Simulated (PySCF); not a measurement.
# Si2H5Br (SMILES [SiH3][SiH2]Br) at NEVPT2(10,10)/6-31G(d) (spherical functions)

Aim: the vertical ionisation energy of Si2H5Br at NEVPT2(10,10)/6-31G* (spherical functions), from 2 runs. The job is set up through a Python script.

The results are computed with PySCF 2.14.0.

1 further run of the same task is left out (set aside as unsound or not needed).

### 1 The structure to begin with

The species is Si2H5Br (8 atoms), meant as a singlet with charge 0. SMILES: `[SiH3][SiH2]Br`. The coordinates come from a PBE0-D4/def2-TZVP relaxation.

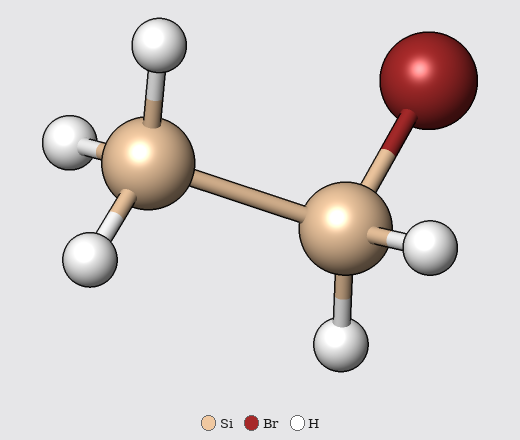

Viewed from a chosen angle; silicon light orange, bromine red, hydrogen white.

### 2 A single-point energy at NEVPT2(10,10)/6-31G(d) (spherical functions)

mol.xyz

```xyz
8
BrH5Si2
Si    -0.690000     0.902700    -0.398400
Si     0.515800    -0.969400     0.308800
Br     2.500800    -0.280200     1.059200
H     -2.023500     0.479600    -0.905700
H      0.056200     1.586200    -1.486000
H     -0.870900     1.834000     0.744600
H     -0.159800    -1.684200     1.420900
H      0.763500    -1.925900    -0.799300
```

run.py

```python
# [SiH3][SiH2]Br
import numpy
from pyscf import gto, scf, mp, mcscf, mrpt

mol = gto.M(
    atom='mol.xyz',
    verbose=3,
    max_memory=1860,
    basis='6-31g*',
)

calc0 = mol.RHF()
calc0.conv_tol = 1e-10
calc0.kernel()
if not calc0.converged:
    calc0 = calc0.newton().run(calc0.mo_coeff, calc0.mo_occ)

pt = mp.MP2(scf.addons.convert_to_uhf(calc0)).run()
noons, natorbs = mcscf.addons.make_natural_orbitals(pt)
print('natural occupations', numpy.round(noons[:40], 4))
cas = mcscf.CASSCF(calc0, 10, 10)
cas.fix_spin_(ss=0.0)
cas.natorb = True
cas.kernel(natorbs)
e_pt2 = mrpt.NEVPT(cas).kernel()
e_final = cas.e_tot + e_pt2
print('E(%s) = %.9f' % ('NEVPT2', e_final))
```

On the command line:

```
$ OMP_NUM_THREADS=1 python run.py
```

Log:

```text
converged SCF energy = -3152.87887660134
E(UMP2) = -3153.32956264361  E_corr = -0.450686042276543
E(SCS-UMP2) = -3153.31376965699  E_corr = -0.434893055648651
natural occupations [2.     2.     2.     2.     2.     2.     2.     1.9999 1.9999 1.9997
 1.9997 1.9997 1.9997 1.9997 1.9996 1.9996 1.9995 1.9995 1.9994 1.9958
 1.9958 1.9958 1.9958 1.9958 1.9885 1.9838 1.9802 1.9781 1.9779 1.9776
 1.9684 1.9675 1.9651 1.9593 0.0273 0.0195 0.0195 0.0157 0.0145 0.0145]
CASSCF energy = -3152.95027412400
CASCI E = -3152.95027412400  E(CI) = -20.6615857249180  S^2 = 0.0000000
Sr    (-1)',   E = -0.03226838211637
Si    (+1)',   E = -0.00070178691510
Sijrs (0)  ,   E = -0.20757125621920
Sijr  (+1) ,   E = -0.04603690150372
Srsi  (-1) ,   E = -0.02741937558614
Srs   (-2) ,   E = -0.03544659313554
Sij   (+2) ,   E = -0.00484891887613
Sir   (0)' ,   E = -0.01814054908101
Nevpt2 Energy = -0.372433763433208
E(NEVPT2) = -3153.322707887
```

Run time: 97 s. Hardware: 1 thread of Arm Neoverse V1, shared host; peak memory 0.3 GiB.

### 3 The doublet cation, same level

job.py

```python
import numpy
from pyscf import gto, scf, mp, mcscf, mrpt

molecule = gto.M(
    atom='''
Si  -0.690000   0.902700  -0.398400
Si   0.515800  -0.969400   0.308800
Br   2.500800  -0.280200   1.059200
H   -2.023500   0.479600  -0.905700
H    0.056200   1.586200  -1.486000
H   -0.870900   1.834000   0.744600
H   -0.159800  -1.684200   1.420900
H    0.763500  -1.925900  -0.799300
''',
    basis='6-31g*',
    verbose=3,
    max_memory=1860,
    spin=1,
    charge=1,
)

mf = molecule.ROHF()
mf.conv_tol = 1e-10
mf.kernel()
if not mf.converged:
    mf = mf.newton().run(mf.mo_coeff, mf.mo_occ)

pt = mp.MP2(scf.addons.convert_to_uhf(mf)).run()
noons, natorbs = mcscf.addons.make_natural_orbitals(pt)
print('natural occupations', numpy.round(noons[:40], 4))
cas = mcscf.CASSCF(mf, 10, 9)
cas.fix_spin_(ss=0.75)
cas.natorb = True
cas.kernel(natorbs)
e_pt2 = mrpt.NEVPT(cas).kernel()
e_tot = cas.e_tot + e_pt2
print('Final energy', e_tot)
```

On the command line:

```
$ OMP_NUM_THREADS=1 python job.py
```

Log:

```text
converged SCF energy = -3152.51019195267
E(UMP2) = -3152.96101569812  E_corr = -0.450823745456385
E(SCS-UMP2) = -3152.94462765308  E_corr = -0.434435700412985
natural occupations [2.     2.     2.     2.     2.     2.     2.     1.9999 1.9999 1.9997
 1.9997 1.9997 1.9997 1.9996 1.9996 1.9996 1.9996 1.9995 1.9994 1.9958
 1.9958 1.9958 1.9958 1.9958 1.9871 1.981  1.9774 1.9764 1.976  1.9755
 1.9664 1.9561 1.9524 1.0066 0.0315 0.0203 0.0195 0.0151 0.0144 0.0136]
CASSCF energy = -3152.60058180904
CASCI E = -3152.60058180904  E(CI) = -19.6951636734279  S^2 = 0.7500000
Sr    (-1)',   E = -0.02794979089009
Si    (+1)',   E = -0.00187013743348
Sijrs (0)  ,   E = -0.20160051480550
Sijr  (+1) ,   E = -0.05443401414922
Srsi  (-1) ,   E = -0.02910470808916
Srs   (-2) ,   E = -0.02239360234158
Sij   (+2) ,   E = -0.00704083675458
Sir   (0)' ,   E = -0.01879430793496
Nevpt2 Energy = -0.363187912398578
Final energy -3152.963769721438
```

It took 2.3 min on 1 thread of Arm Neoverse V1, shared host; peak memory 0.31 GiB.

### 4 Results

Level: NEVPT2(10,10)/6-31G* (spherical functions).

```
                                              quantity           value
                         singlet Si2H5Br: total energy  -3153.32271 Eh
 singlet Si2H5Br: dipole moment (Hartree–Fock density)          2.08 D
  singlet Si2H5Br: HOMO energy (Hartree–Fock orbitals)       -10.68 eV
  singlet Si2H5Br: LUMO energy (Hartree–Fock orbitals)         2.58 eV
singlet Si2H5Br: HOMO–LUMO gap (Hartree–Fock orbitals)        13.26 eV
                          doublet cation: total energy  -3152.96377 Eh
    vertical ionisation energy (to the doublet cation)        9.767 eV
```

In words: The vertical ionisation energy comes to 9.77 eV (942 kJ/mol). Mulliken charges (doublet cation) of the mean-field density run from -0.03 on H5 to +0.54 on Si2; they depend strongly on the basis.
